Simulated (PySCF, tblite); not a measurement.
# C₃HF₂N₂O₂ radical: geometry, infrared bands and EPR parameters

Wanted: the infrared bands and EPR parameters of C₃HF₂N₂O₂ radical (`F[C](F)Oc1ncno1`), by calculation.

Programs: tblite 0.8.0 and PySCF 2.14.0, with density-fitted response routines of our own. Each step states its level of theory. These are calculated values for one molecule in the gas phase, unless marked as measured. Atoms count from 0, in the outputs and in this text.

## (1) The molecule as given

10 atoms, charge 0, multiplicity 2; geometry from: force field or distance geometry start.

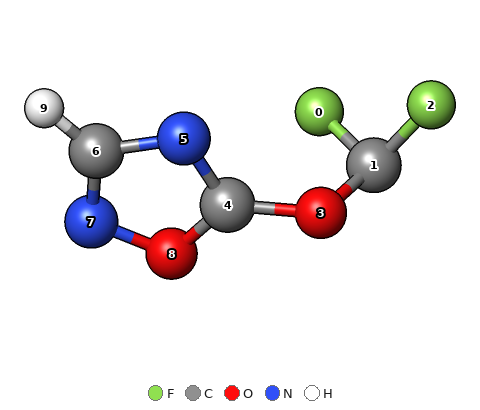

The starting geometry (fluorine green, carbon grey, oxygen red, nitrogen blue, hydrogen white), atoms numbered.

## (2) Relaxing the molecule with GFN2-xTB

Job settings and geometry (Å):

```
{"job": {"kind": "relax", "xc": "GFN2-xTB", "basis": "xTB"}, "charge": 0, "multiplicity": 2}
F      1.694400     1.105400    -0.790700
C      2.267400    -0.090200    -0.385600
F      3.123600     0.274000     0.655700
O      1.256100    -0.988600     0.073500
C     -0.079900    -0.592300    -0.065800
N     -0.699000     0.113100     0.916900
C     -1.948700     0.331100     0.426500
N     -2.027300    -0.229200    -0.783200
O     -0.884600    -0.786100    -1.068000
H     -2.693000     0.867300     0.998200
```

On the command line:

```bash
> OMP_NUM_THREADS=1 python probes_run.py task.json out
```

This one command runs all jobs of the session in turn.

Output:

```text
step      E/eV     max force
  0    -822.70025    3.929
  1    -823.21654    1.886
  2    -823.33511    0.709
  3    -823.38630    0.593
  4    -823.42425    0.362
  5    -823.43093    0.318
  6    -823.43780    0.282
  7    -823.44625    0.274
  8    -823.44975    0.169
  9    -823.45183    0.135
 10    -823.45332    0.118
 11    -823.45506    0.126
 12    -823.45700    0.133
 13    -823.45998    0.188
 14    -823.46509    0.278
 15    -823.47300    0.357
 16    -823.48337    0.498
 17    -823.49827    0.452
 18    -823.51176    0.419
 19    -823.52581    0.400
 20    -823.53654    0.754
 21    -823.54795    0.739
 22    -823.56135    0.220
 23    -823.56706    0.161
 24    -823.57293    0.202
 25    -823.57603    0.178
 26    -823.58116    0.142
 27    -823.58358    0.106
 28    -823.58523    0.224
 29    -823.58727    0.122
 30    -823.58908    0.103
 31    -823.59065    0.080
 32    -823.59102    0.048
 33    -823.59129    0.040
 34    -823.59139    0.050
 35    -823.59154    0.050
 36    -823.59191    0.057
 37    -823.59236    0.064
 38    -823.59306    0.085
 39    -823.59387    0.119
 40    -823.59467    0.104
 41    -823.59551    0.061
 42    -823.59586    0.048
 43    -823.59619    0.037
 44    -823.59634    0.034
 45    -823.59645    0.037
 46    -823.59658    0.034
 47    -823.59683    0.042
 48    -823.59723    0.060
 49    -823.59774    0.072
 50    -823.59824    0.072
 51    -823.59865    0.059
 52    -823.59904    0.067
 53    -823.59954    0.066
 54    -823.60017    0.090
 55    -823.60222    0.068
 56    -823.59896    0.636
 57    -823.60812    0.262
 58    -823.61326    0.161
 59    -823.59481    1.089
 60    -823.61705    0.128
 61    -823.61921    0.129
 62    -823.62044    0.418
 63    -823.62403    0.120
 64    -823.62542    0.135
 65    -823.62772    0.321
 66    -823.62966    0.131
 67    -823.63101    0.096
 68    -823.63280    0.144
 69    -823.63376    0.164
 70    -823.63593    0.141
 71    -823.63910    0.288
 72    -823.64423    0.219
 73    -823.61151    1.191
 74    -823.64946    0.145
 75    -823.65161    0.086
 76    -823.65311    0.470
 77    -823.65543    0.109
 78    -823.65662    0.130
 79    -823.65856    0.322
 80    -823.66021    0.148
 81    -823.66163    0.095
 82    -823.66212    0.035
 83    -823.66239    0.066
 84    -823.66258    0.032
 85    -823.66268    0.035
 86    -823.66281    0.025
 87    -823.66289    0.028
 88    -823.66294    0.030
 89    -823.66298    0.029
 90    -823.66302    0.026
 91    -823.66306    0.022
 92    -823.66310    0.015
 93    -823.66311    0.006
```

Wall time 0.49 s (1 thread of Intel Xeon Platinum 8488C, shared host).

The steps of the relaxation: (not every step is listed)

| step | energy from step 0 (eV) | largest force (eV/Å) |
| --- | --- | --- |
| 0 | 0.0000 | 3.9288 |
| 1 | -0.5163 | 1.8858 |
| 2 | -0.6349 | 0.7089 |
| 3 | -0.6861 | 0.5933 |
| 4 | -0.7240 | 0.3624 |
| 5 | -0.7307 | 0.3180 |
| 6 | -0.7376 | 0.2820 |
| 7 | -0.7460 | 0.2740 |
| 8 | -0.7495 | 0.1692 |
| 16 | -0.7831 | 0.4975 |
| 24 | -0.8727 | 0.2023 |
| 32 | -0.8908 | 0.0483 |
| 40 | -0.8944 | 0.1039 |
| 48 | -0.8970 | 0.0602 |
| 56 | -0.8987 | 0.6363 |
| 64 | -0.9252 | 0.1346 |
| 72 | -0.9440 | 0.2190 |
| 80 | -0.9600 | 0.1483 |
| 88 | -0.9627 | 0.0304 |
| 89 | -0.9627 | 0.0291 |
| 90 | -0.9628 | 0.0259 |
| 91 | -0.9628 | 0.0218 |
| 92 | -0.9629 | 0.0148 |
| 93 | -0.9629 | 0.0064 |

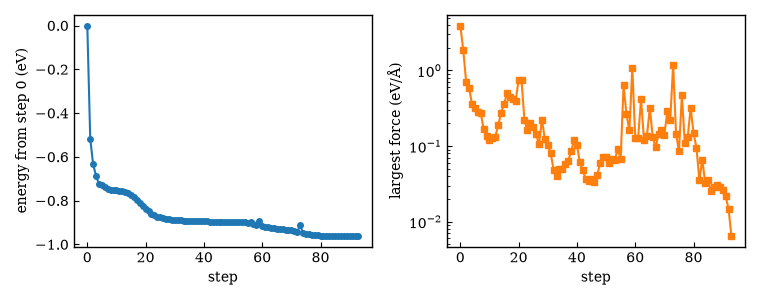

Energy and largest force along the relaxation.

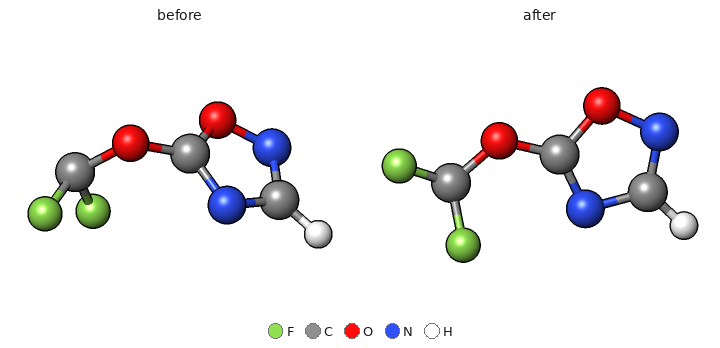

Before and after, at one scale.

Close pairs (by a distance rule), those that changed most:

| bond | before (Å) | after (Å) | change (Å) |
| --- | --- | --- | --- |
| C1–O3 | 1.429 | 1.345 | -0.083 |
| O3–C4 | 1.400 | 1.318 | -0.082 |
| C1–F2 | 1.396 | 1.329 | -0.068 |
| F0–C1 | 1.386 | 1.328 | -0.059 |
| C4–N5 | 1.359 | 1.301 | -0.058 |
| N7–O8 | 1.303 | 1.360 | +0.058 |
| C4–O8 | 1.300 | 1.342 | +0.042 |
| C6–N7 | 1.335 | 1.297 | -0.039 |

The next job starts from the end point, and lists it.

## (3) Vibrational analysis with GFN2-xTB

Job settings and geometry (Å):

```
{"job": {"kind": "ir", "xc": "GFN2-xTB", "basis": "xTB"}, "charge": 0, "multiplicity": 2}
F      1.996913     1.252517     0.554309
C      2.151048     0.218582    -0.264191
F      3.341995    -0.344633    -0.092463
O      1.175022    -0.705446    -0.321692
C     -0.098000    -0.404556    -0.158128
N     -0.653700     0.711904     0.212519
C     -1.971118     0.393936     0.187325
N     -2.206802    -0.829631    -0.171980
O     -0.985431    -1.378647    -0.411104
H     -2.741042     1.090630     0.442878
```

Output:

```text
mode    cm-1     km/mol
  1      38.4      0.11
  2      93.7      0.66
  3     123.2      0.79
  4     292.8      0.31
  5     328.9      0.65
  6     355.6      1.54
  7     483.1     29.79
  8     553.6     11.30
  9     636.5      5.61
 10     692.1     48.87
 11     744.6     11.31
 12     868.8      1.80
 13     936.6     72.77
 14     948.0     52.03
 15     996.7      3.05
 16    1045.9     59.27
 17    1109.6     10.62
 18    1196.8    154.20
 19    1204.5    271.28
 20    1251.5     99.35
 21    1312.8    245.99
 22    1468.0     80.78
 23    1581.4    202.35
 24    3209.6      0.45
```

Run time: 0.34 s. Hardware: 1 thread of Intel Xeon Platinum 8488C, shared host.

Which atoms move in the most intense modes:

| cm⁻¹ | km/mol | atoms |
| --- | --- | --- |
| 937 | 72.8 | O3 18 %, F0 15 %, C1 12 %, N5 11 % |
| 1046 | 59.3 | O8 38 %, N7 28 %, N5 22 % |
| 1197 | 154.2 | C1 56 %, F0 16 %, C4 10 % |
| 1204 | 271.3 | C1 62 %, F2 18 %, C4 11 % |
| 1252 | 99.3 | C6 28 %, N5 28 %, C1 15 %, O3 14 % |
| 1313 | 246.0 | N5 25 %, C4 25 %, C6 17 %, N7 11 % |
| 1468 | 80.8 | C6 41 %, N7 35 %, C4 15 % |
| 1581 | 202.3 | C4 56 %, N5 21 %, C6 10 % |

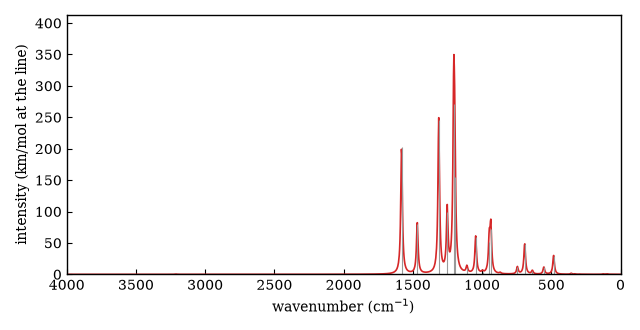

The infrared spectrum from these modes, unscaled. Lines are broadened to a width of 14 cm⁻¹ (Lorentzian).

## (4) g tensor and hyperfine couplings: B3LYP/pcH-1

Settings changed since step 3:

```diff
@@ -1,2 +1,2 @@
-{"job": {"kind": "ir", "xc": "GFN2-xTB", "basis": "xTB"}, "charge": 0, "multiplicity": 2}
+{"job": {"kind": "epr", "basis": "pcH-1"}, "charge": 0, "multiplicity": 2}
 F      1.996913     1.252517     0.554309
```

Level: UKS B3LYP, pcH-1 on C F H N O, non-relativistic, mean-field spin-orbit, GIAO.

Output:

```text
UKS, coarse grid
  cycle   1  E = -574.25646041  |g| = 7.25e-01
  cycle   2  E = -573.98071913  |g| = 1.18e+00
  cycle   3  E = -574.43608107  |g| = 1.20e-01
  cycle   4  E = -574.43858655  |g| = 8.59e-02
  cycle   5  E = -574.44128601  |g| = 1.52e-02
  cycle   6  E = -574.44134161  |g| = 1.07e-02
  cycle   7  E = -574.44138683  |g| = 2.47e-03
  cycle   8  E = -574.44138900  |g| = 1.38e-03
  cycle   9  E = -574.44138971  |g| = 5.24e-04
UKS, final grid
  cycle   1  E = -574.44144262  |g| = 8.81e-04
  cycle   2  E = -574.44144183  |g| = 1.75e-03
  cycle   3  E = -574.44144291  |g| = 1.19e-04
  cycle   4  E = -574.44144292  |g| = 5.21e-05
  cycle   5  E = -574.44144292  |g| = 3.32e-05
  cycle   6  E = -574.44144292  |g| = 2.18e-05
E = -574.44144292 Eh   <S^2> = 0.7521 (exact 0.7500)
g shifts (ppm)      1          2          3
  rmc          -281       -281       -281
  gc             22         35         34
  oz_so        -229       1579       2328
  total        -488       1333       2082
hyperfine (MHz)  atom isotope    a_iso     a_fc   dipolar eigenvalues
    0   19F     360.55     360.55   -224.16   -207.85    432.01
    1   13C     626.16     626.16    -71.87    -71.13    143.01
    2   19F     337.22     337.22   -210.63   -192.55    403.18
    3   17O     -54.76     -54.76    -36.00     16.90     19.10
    4   13C      -4.60      -4.60     -2.95     -0.12      3.06
    5   14N       1.58       1.58     -1.44     -0.88      2.32
    6   13C      -1.62      -1.62     -1.90      0.61      1.29
    7   14N       0.81       0.81     -1.02     -0.93      1.95
    8   17O      -2.87      -2.87     -5.32      2.38      2.94
    9    1H       0.42       0.42     -0.82     -0.36      1.17
```

Wall time 48 s (1 thread of Intel Xeon Platinum 8488C, shared host); peak memory 0.9 GiB.

Principal g values 2.00183, 2.00365, 2.00440; g(iso) = 2.00330, against 2.00232 for a free electron.

Hyperfine couplings; where a row names several nuclei, a(iso) is their mean (it holds for fast rotation or exchange) and the dipolar term the largest among them:

| nuclei | isotope | a(iso) (MHz) | a(iso) (G, at g = 2.0023) | largest dipolar term (MHz) |
| --- | --- | --- | --- | --- |
| C1 | 13C | 626.2 | 223.4 | 143.0 |
| F0, F2 | 19F | 348.9 | 124.5 | 432.0 |
| O3 | 17O | -54.8 | -19.5 | -36.0 |
| C4 | 13C | -4.6 | -1.6 | 3.1 |
| O8 | 17O | -2.9 | -1.0 | -5.3 |
| C6 | 13C | -1.6 | -0.6 | -1.9 |
| N5 | 14N | 1.6 | 0.6 | 2.3 |
| N7 | 14N | 0.8 | 0.3 | 2.0 |
| H9 | 1H | 0.4 | 0.1 | 1.2 |

Mulliken spin populations:

| atom | value (e) |
| --- | --- |
| F0 | 0.06 |
| C1 | 0.81 |
| F2 | 0.05 |
| O3 | 0.04 |
| C4 | -0.01 |
| N5 | 0.03 |
| C6 | -0.01 |
| N7 | 0.02 |
| O8 | 0.01 |
| H9 | 0.00 |

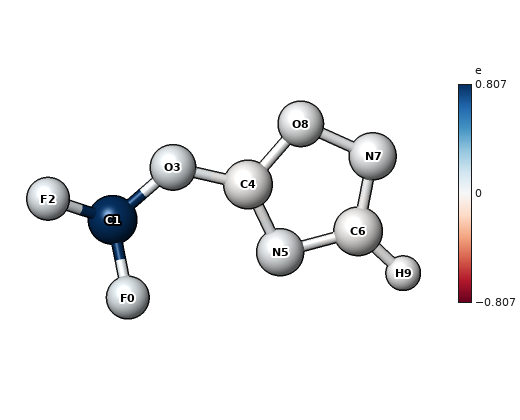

Mulliken spin populations, as colours on the atoms.

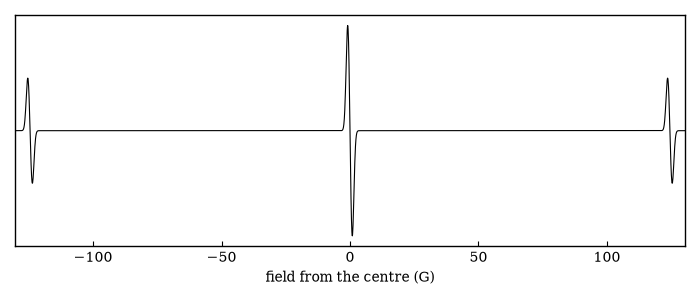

First-order isotropic spectrum (first derivative, main isotopes with spin only, couplings over 0.8 MHz, Gaussian width 0.6 G; couplings of the frozen geometry, rotation of groups not averaged beyond the rows shown).

The fields below are evaluated on a grid from the run's orbitals.

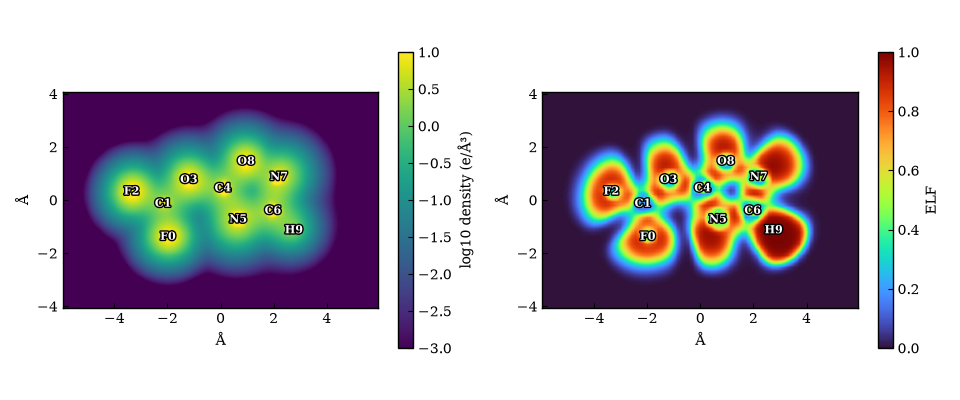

Density (left) and ELF (right) in a plane through or near 10 of the atoms.

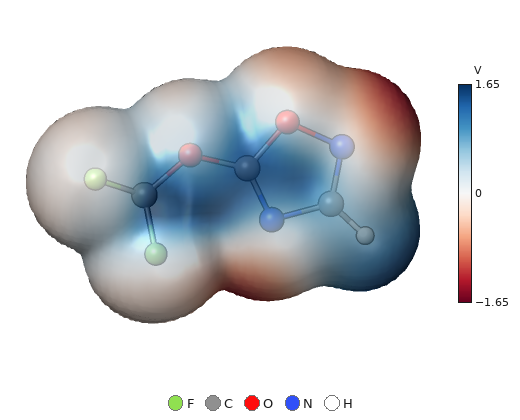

Electrostatic potential on the surface of density 0.002 e/bohr³; red is low, blue high. It runs from -1.31 V near N7 to 1.65 V near H9.

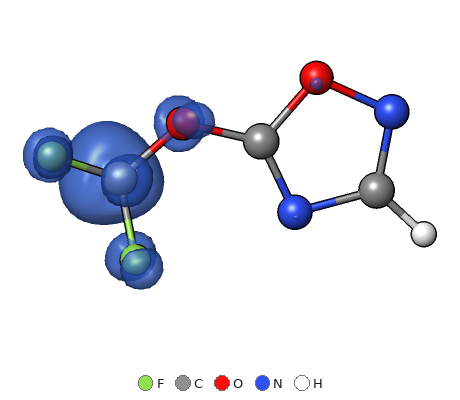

Spin density at ±0.06 e/Å³ (alpha excess blue, beta excess red).

## (5) Results

| quantity | value |
| --- | --- |
| strongest single infrared mode (GFN2-xTB) | 1204 cm⁻¹, 271 km/mol |
| zero-point energy (GFN2-xTB) | 30.7 kcal/mol |
| g(iso) (B3LYP) | 2.00330 |
| ⟨S²⟩ | 0.752 (exact 0.75) |
| largest a(iso) (averaged by class) | 13C on C1, 626.2 MHz |
| potential on the surface of density 0.002 e/bohr³, 1st and 99th percentile | -1.31 V and 1.65 V |

**Reading.** Over 93 steps the energy fell by 0.963 eV; of the close pairs, C1–O3 changed most, 1.429 to 1.345 Å. All 24 modes are real, so the xTB geometry is a minimum. The strongest single mode, at 1204 cm⁻¹, moves mainly C1. Unscaled tight-binding wavenumbers are off by several per cent, some by more. Its intensities can rank the bands wrongly. C1 carries the largest spin population, 0.81 e. The isotropic g lies 1.0 ppt above the free-electron value. These values are for one conformer; the search (at its own cheap level) found 2 more, at 0.00, 5.73 kcal/mol (those within 0.05 may be mirror or relabelled copies), and measured spectra average over such forms.
